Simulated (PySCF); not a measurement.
**C3H5FGe (SMILES FC1=C[CH]1[GeH3]) at 6 levels**

Aim: a comparison of 6 runs (HF/STO-3G, HF/3-21G, HF/def2-SVP, SVWN5/6-31G, M06-2X/6-31G**, MP2/3-21G) of C3H5FGe. The job is set up through a Python script.

The results are computed with PySCF 2.14.0.

## 1. The structure to begin with

C3H5FGe: 10 atoms, total charge 0, spin state singlet. SMILES: `FC1=C[CH]1[GeH3]`. Geometry: relaxed at PBE0-D4/def2-TZVP.

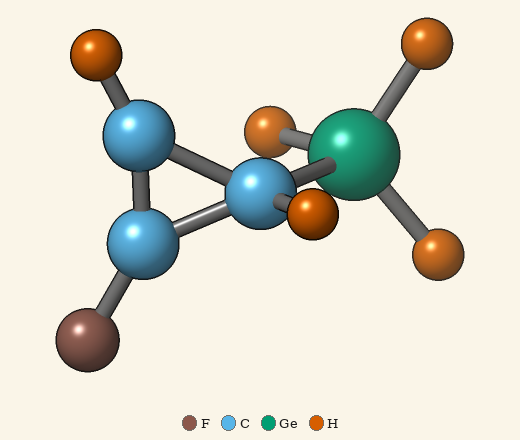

Viewed from a chosen angle; fluorine brown, carbon blue, germanium teal, hydrogen orange.

## 2. Energy and gradient at HF/STO-3G (run 1)

Input file run.py:

```python
from pyscf import gto, scf

molecule = gto.Mole()
molecule.atom = '''
F   -1.457900  -1.607500   1.558500
C   -0.617800  -1.313700   0.604300
C    0.462800  -1.586100  -0.020400
C   -0.367000  -0.337800  -0.458200
Ge   0.276900   1.479000  -0.094600
H    1.359200  -2.142900  -0.219500
H   -0.947900  -0.429600  -1.381300
H    1.029300   1.470500   1.248000
H   -0.890500   2.481100  -0.023600
H    1.235900   1.935900  -1.210200
'''
molecule.verbose = 3
molecule.charge = 0
molecule.max_memory = 1860
molecule.basis = 'sto-3g'
molecule.build()

mf = scf.RHF(molecule)
mf.conv_tol = 1e-10
mf.kernel()
if not mf.converged:
    mf = mf.newton().run(mf.mo_coeff, mf.mo_occ)

e_final = mf.e_tot
print('Final energy', e_final)
grad = mf.nuc_grad_method().kernel()
dip = mf.dip_moment()
pop, q = mf.mulliken_pop()
```

Command:

```
$ OMP_NUM_THREADS=1 python run.py
```

Output:

```text
converged SCF energy = -2264.79225629425
Final energy -2264.792256294255
--------------- RHF gradients ---------------
         x                y                z
0 F     0.0230946887     0.0082572906    -0.0262219947
1 C    -0.0188075123     0.0154295859     0.0060201051
2 C     0.0166244745    -0.0240878092     0.0112751718
3 C    -0.0281356310    -0.0174368905     0.0112909721
4 Ge    -0.0080338744    -0.0233607820    -0.0028228230
5 H     0.0023982486     0.0009198876    -0.0021075050
6 H    -0.0017338394     0.0019557453    -0.0046453497
7 H     0.0197251525    -0.0008429629     0.0349769026
8 H    -0.0300046512     0.0268015736     0.0014085264
9 H     0.0248729440     0.0123643616    -0.0291740055
----------------------------------------------
Dipole moment(X, Y, Z, Debye):  0.48629, -0.09720, -0.34984
 ** Mulliken pop  **
pop of  0 F 1s            1.99888
pop of  0 F 2s            1.93450
pop of  0 F 2px           1.67921
pop of  0 F 2py           1.90462
pop of  0 F 2pz           1.59153
pop of  1 C 1s            1.99344
pop of  1 C 2s            1.07659
pop of  1 C 2px           0.93490
pop of  1 C 2py           1.00226
pop of  1 C 2pz           0.87303
pop of  2 C 1s            1.99325
pop of  2 C 2s            1.11862
pop of  2 C 2px           0.98548
pop of  2 C 2py           0.98320
pop of  2 C 2pz           1.03505
pop of  3 C 1s            1.99245
pop of  3 C 2s            1.21426
pop of  3 C 2px           1.06544
pop of  3 C 2py           0.95128
pop of  3 C 2pz           0.97729
pop of  4 Ge 1s           1.99998
pop of  4 Ge 2s           1.99877
pop of  4 Ge 3s           1.99760
pop of  4 Ge 4s           1.19997
pop of  4 Ge 2px          1.99958
pop of  4 Ge 2py          1.99957
pop of  4 Ge 2pz          1.99958
pop of  4 Ge 3px          1.98081
pop of  4 Ge 3py          1.98055
pop of  4 Ge 3pz          1.98079
pop of  4 Ge 4px          0.80164
pop of  4 Ge 4py          0.76288
pop of  4 Ge 4pz          0.80355
pop of  4 Ge 3dxy         1.98113
pop of  4 Ge 3dyz         1.99585
pop of  4 Ge 3dz^2        1.98372
pop of  4 Ge 3dxz         1.97968
pop of  4 Ge 3dx2-y2      1.99073
pop of  5 H 1s            0.90503
pop of  6 H 1s            0.96125
pop of  7 H 1s            1.13146
pop of  8 H 1s            1.12989
pop of  9 H 1s            1.13071
 ** Mulliken atomic charges  **
charge of    0F =     -0.10874
charge of    1C =      0.11979
charge of    2C =     -0.11560
charge of    3C =     -0.20073
charge of    4Ge =      0.56363
charge of    5H =      0.09497
charge of    6H =      0.03875
charge of    7H =     -0.13146
charge of    8H =     -0.12989
charge of    9H =     -0.13071
```

Wall time 6 s (1 thread of Intel Xeon at 2.70GHz, shared host); peak memory 0.12 GiB.

## 3. Energy and forces at HF/3-21G (run 2)

Input file job.py:

```python
from pyscf import gto, scf

molecule = gto.M(
    atom=[
    ('F', (-1.457900, -1.607500, 1.558500)),
    ('C', (-0.617800, -1.313700, 0.604300)),
    ('C', (0.462800, -1.586100, -0.020400)),
    ('C', (-0.367000, -0.337800, -0.458200)),
    ('Ge', (0.276900, 1.479000, -0.094600)),
    ('H', (1.359200, -2.142900, -0.219500)),
    ('H', (-0.947900, -0.429600, -1.381300)),
    ('H', (1.029300, 1.470500, 1.248000)),
    ('H', (-0.890500, 2.481100, -0.023600)),
    ('H', (1.235900, 1.935900, -1.210200)),
],
    basis='3-21g',
    spin=0,
    verbose=4,
    max_memory=1860,
)

myscf = scf.RHF(molecule)
myscf.conv_tol = 1e-10
myscf.kernel()
if not myscf.converged:
    myscf = myscf.newton().run(myscf.mo_coeff, myscf.mo_occ)

etot = myscf.e_tot
print('E(%s) = %.9f' % ('HF', etot))
grad = myscf.nuc_grad_method().kernel()
dip = myscf.dip_moment()
pop, q = myscf.mulliken_pop()
```

Command:

```
$ OMP_NUM_THREADS=1 python job.py
```

Output:

```text
PySCF version 2.14.0

[... 68 lines left out ...]
converged SCF energy = -2279.96196154346
[... 12 lines left out ...]
Dipole moment(X, Y, Z, Debye):  0.81290, -0.46287, -0.88142
[... 79 lines left out ...]
charge of    9H =     -0.19194
```

Run time: 6.6 s. Hardware: 1 thread of Intel Xeon at 2.70GHz, shared host; peak memory 0.14 GiB.

Runs 3 to 5 aren't shown in full; the table further down has their settings and results.

## 4. Energy and forces at MP2/3-21G (run 6)

Input file job.py:

```python
from pyscf import gto, mp

mol = gto.M(
    atom='''
F       -1.457900      -1.607500       1.558500
C       -0.617800      -1.313700       0.604300
C        0.462800      -1.586100      -0.020400
C       -0.367000      -0.337800      -0.458200
Ge       0.276900       1.479000      -0.094600
H        1.359200      -2.142900      -0.219500
H       -0.947900      -0.429600      -1.381300
H        1.029300       1.470500       1.248000
H       -0.890500       2.481100      -0.023600
H        1.235900       1.935900      -1.210200
''',
    charge=0,
    max_memory=1860,
    spin=0,
    basis='3-21g',
    verbose=4,
)

mf = mol.RHF()
mf.conv_tol = 1e-10
mf.kernel()
if not mf.converged:
    mf = mf.newton().run(mf.mo_coeff, mf.mo_occ)

pt = mp.MP2(mf, frozen=13).run()
energy = pt.e_tot
print('E = %.10f Eh' % energy)
grad = pt.nuc_grad_method().kernel()
mf.analyze()
```

Command:

```
$ OMP_NUM_THREADS=1 python job.py
```

Output:

```text
PySCF version 2.14.0

[... 88 lines left out ...]
Nuclear Repulsion Energy =             313.403344367535510
[... 10 lines left out ...]
MO #5   energy= -45.9336793567243  occ= 2
[... 8 lines left out ...]
MO #14  energy= -1.65690159393966  occ= 2
[... 8 lines left out ...]
MO #23  energy= -0.74458518493534  occ= 2
[... 8 lines left out ...]
MO #32  energy= -0.344928033943198 occ= 2
[... 8 lines left out ...]
MO #41  energy= 0.349837731494927  occ= 0
[... 8 lines left out ...]
MO #50  energy= 0.978852504475729  occ= 0
[... 8 lines left out ...]
MO #59  energy= 1.39219207880928   occ= 0
[... 8 lines left out ...]
MO #68  energy= 4.3180478583285    occ= 0
[... 81 lines left out ...]
Dipole moment(X, Y, Z, Debye):  0.81290, -0.46287, -0.88142
```

It took 7.8 s on 1 thread of Intel Xeon at 2.70GHz, shared host; peak memory 0.37 GiB.

## 5. The series

```tsv
run	level	integration grid	frozen core orbitals	energy (Eh)	dipole moment (D) of the reference	HOMO energy (eV)	LUMO energy (eV)	wall time
1	HF/STO-3G	–	–	-2264.792256	0.61	-7.24	9.00	6 s
2	HF/3-21G	–	–	-2279.961962	1.29	-9.39	4.38	6.6 s
3	HF/def2-SVP	–	–	-2290.757279	1.28	-9.53	4.09	29 s
4	SVWN5/6-31G	5	–	-2288.745152	1.22	-5.81	-0.76	32 s
5	M06-2X/6-31G** (spherical functions)	5	–	-2293.661755	1.10	-7.87	1.50	2.2 min
6	MP2/3-21G	–	13	-2280.404928	1.29	-9.39	4.38	7.8 s
```

## 6. Summary of results

| quantity | value |
| --- | --- |
| run 6: total energy | -2280.40493 Eh |
| run 6: dipole moment (Hartree–Fock density) | 1.29 D |
| run 6: HOMO energy (Hartree–Fock orbitals) | -9.39 eV |
| run 6: LUMO energy (Hartree–Fock orbitals) | 4.38 eV |
| run 6: HOMO–LUMO gap (Hartree–Fock orbitals) | 13.76 eV |
| run 6: correlation energy (13 core orbitals frozen) | -443.0 mEh |
| run 6: largest force on an atom | 2.465 eV/Å |

In words: Over runs 1, 2, 3, 4, 5 the dipole moment (its size) runs from 0.61 D (HF/STO-3G) to 1.29 D (HF/3-21G). Over runs 1, 2, 3, 4, 5 the HOMO–LUMO gap runs from 5.05 eV (SVWN5/6-31G) to 16.24 eV (HF/STO-3G). The two ends differ in method and basis. Totals of different functionals can't be ranked against each other. In run 1 the basis is minimal, so the values are rough. All runs together took 3.6 min, the longest 2.2 min.
